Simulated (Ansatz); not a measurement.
C$_{2}$H$_{8}$BFSi: several calculations on one system

Part 1: Relaxation

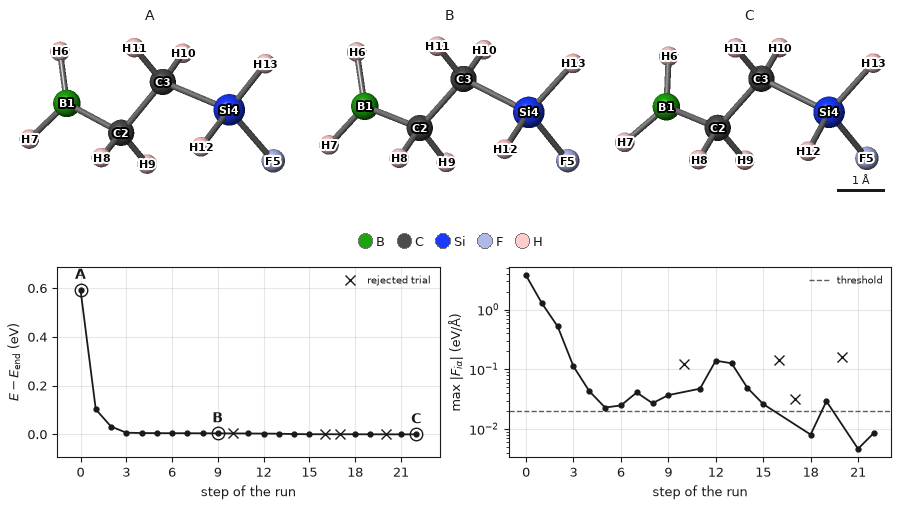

Frames of a relaxation of C2H8BFSi, marked on the history of the run. Style: ball-and-stick. Shown at a tilt.

The run prepares an end point of a later path (hydrogen shift) calculation, from a guessed geometry.

All numbers below come from RKS PBE0-D4/def2-SVP (Ansatz 0.2.0).

Input
```yaml
crystal:
  periodic: [false, false, false]
  atoms:
    - { symbol: B, position_ang: [-0.4423, 1.8488, 1.1317] }
    - { symbol: C, position_ang: [-0.6629, 0.6228, 0.1682] }
    - { symbol: C, position_ang: [0.5833, -0.2163, 0.1201] }
    - { symbol: Si, position_ang: [0.4716, -1.6947, -0.9881] }
    - { symbol: F, position_ang: [0.0797, -1.1962, -2.5753] }
    - { symbol: H, position_ang: [0.5232, 2.1084, 1.6927] }
    - { symbol: H, position_ang: [-1.3632, 2.6498, 1.2588] }
    - { symbol: H, position_ang: [-1.4682, 0.0326, 0.5415] }
    - { symbol: H, position_ang: [-0.8995, 1.0034, -0.8107] }
    - { symbol: H, position_ang: [1.4688, 0.3866, -0.2275] }
    - { symbol: H, position_ang: [0.8528, -0.5836, 1.175] }
    - { symbol: H, position_ang: [-0.7039, -2.5159, -0.4816] }
    - { symbol: H, position_ang: [1.581, -2.4804, -0.9901] }
basis:
  gaussian: { orbitals: def2-SVP }
hamiltonian:
  xc: pbe0
  dispersion: d4
relax:
  f_tol: 0.02
  max_steps: 50
output:
  orbitals: {}
```

Launched with:
```bash
ansatz run input.yaml --threads 2 --pin off --max-ram 3072MiB --backend cpu --events-out ev --progress --plain --runs-dir out
```

Q: What happens along the run?

A: Over 18 accepted moves (22 points after the start) the energy falls by 0.593 eV. Largest force component: 3.8 eV/Å at the start, 0.0086 eV/Å at the end. The line search rejected the trial steps at points 10, 16, 17, 20 of the run. The forces were under the threshold at step 18, but the run went on from there. The largest move after the best rigid fit is that of H6, 0.47 Å. Largest moves by element: H 0.47 Å, F 0.17 Å, C 0.14 Å, B 0.13 Å, Si 0.06 Å. Near-neighbour distances that change, for instance: Si4–H13 1.359 → 1.492 Å, Si4–F5 1.709 → 1.633 Å, B1–H6 1.146 → 1.213 Å, C3–H11 1.149 → 1.105 Å. Bond angles that change, for instance: B1–C2–C3 109.8° → 119.0°, B1–C2–H9 108.2° → 99.9°, H8–C2–H9 110.4° → 102.6°. From step 0 to 9: H13 moves most (0.16 Å), energy −0.589 eV. From step 9 to 22: H6 moves most (0.40 Å), energy −0.004 eV.

Part 2: Relaxation

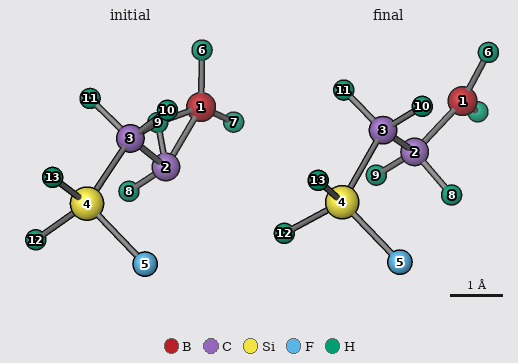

The structure of C2H8BFSi before (left) and after (right) a relaxation, at one scale.

A ball-and-stick model, seen from a free direction.

The run prepares an end point of a later path (hydrogen shift) calculation, from a guessed geometry.

Theory: RKS PBE0-D4/def2-SVP (Ansatz).

The input:
```yaml
crystal:
  periodic: [false, false, false]
  atoms:
    - { symbol: B, position_ang: [-0.4423, 1.8488, 1.1317] }
    - { symbol: C, position_ang: [-0.6629, 0.6228, 0.1682] }
    - { symbol: C, position_ang: [0.5833, -0.2163, 0.1201] }
    - { symbol: Si, position_ang: [0.4716, -1.6947, -0.9881] }
    - { symbol: F, position_ang: [0.0797, -1.1962, -2.5753] }
    - { symbol: H, position_ang: [0.5232, 2.1084, 1.6927] }
    - { symbol: H, position_ang: [-1.3632, 2.6498, 1.2588] }
    - { symbol: H, position_ang: [-1.4682, 0.0326, 0.5415] }
    - { symbol: H, position_ang: [-0.11954, 0.76028, 0.84912] }
    - { symbol: H, position_ang: [1.4688, 0.3866, -0.2275] }
    - { symbol: H, position_ang: [0.8528, -0.5836, 1.175] }
    - { symbol: H, position_ang: [-0.7039, -2.5159, -0.4816] }
    - { symbol: H, position_ang: [1.581, -2.4804, -0.9901] }
basis:
  gaussian: { orbitals: def2-SVP }
hamiltonian:
  xc: pbe0
  dispersion: d4
relax:
  f_tol: 0.02
  max_steps: 50
output:
  orbitals: {}
```

Launched with:
```bash
ansatz run input.yaml --threads 2 --pin off --max-ram 3072MiB --backend cpu --events-out ev --progress --plain --runs-dir out
```

What changed between the two?

Answer. The largest move after the best rigid fit is that of H9, 1.48 Å. By element the largest moves are H 1.48 Å, F 0.38 Å, C 0.37 Å, B 0.13 Å, Si 0.11 Å. Near-neighbour distances that change, for instance: B1–H9 1.170 → 2.215 Å, C3–H9 1.407 → 2.200 Å, C2–H9 0.882 → 1.104 Å, Si4–H13 1.359 → 1.492 Å. Bonds break, among them: B1–H9 (1.17 → 2.22 Å). Bond angles that change, for instance: B1–C2–H9 47.2° → 111.7°, C3–C2–H9 66.5° → 112.1°, B1–C2–C3 109.8° → 119.2°. The energy falls by 136.1 kcal/mol in 25 accepted moves (27 points after the start). The largest force component goes from 13 to 0.012 eV/Å. The line search rejected the trial steps at points 9, 17 of the run. The run took 100 s on 2 threads of Intel(R) Xeon(R) Platinum 8488C (Sapphire Rapids), with other jobs on the host, peak memory 0.28 GiB.

Part 3: Path

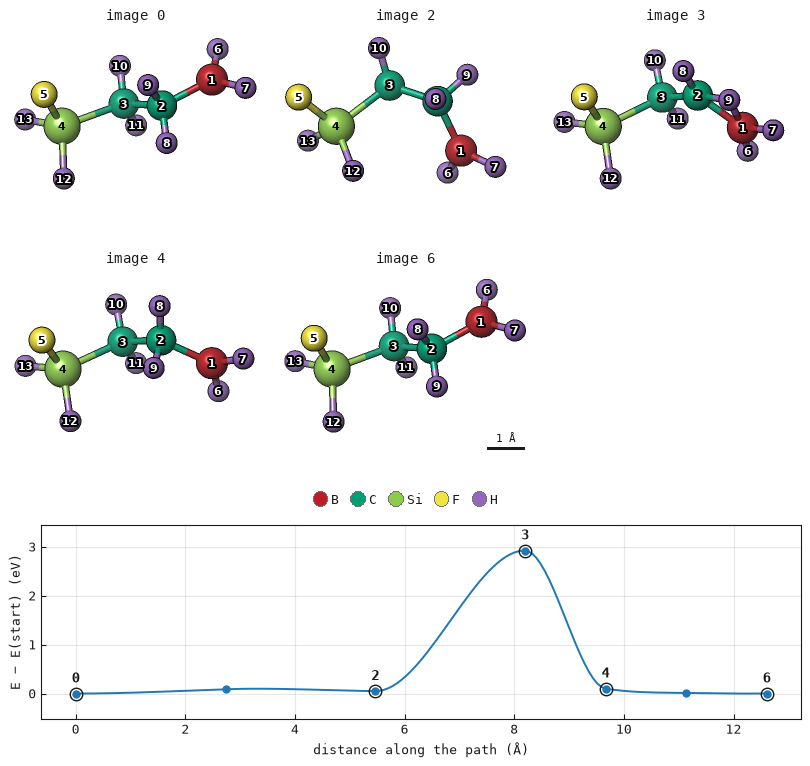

A search for the minimum-energy path of C2H8BFSi by the nudged elastic band. Images are numbered from 0 (start) to 6 (end). A ball-and-stick model, seen from a free direction.

Level of theory: RKS PBE0-D4/def2-SVP in Ansatz 0.2.0. Set-up: 5 movable images; climbing image; force threshold 0.03 eV/Å; iteration limit 60; starting path through a guess of the saddle point.

> Describe the mechanism and the energy profile.

The path has more than one stage, and so few images may leave a stage unresolved. No bond forms or breaks between the ends. Bond angles that change up to the highest image, for instance: C3–C2–H9 109.8° → 169.9°, B1–C2–H9 99.9° → 53.6°. The two ends have the same energy, and the highest point, image 3, lies 2.92 eV above the start. The band converged in 46 iterations. The largest component of the band force went from 270 to 0.018 eV/Å. The climbing image converged on the top of the path. Its vibrational analysis gives one imaginary mode (1566i cm⁻¹), as a transition state must have.
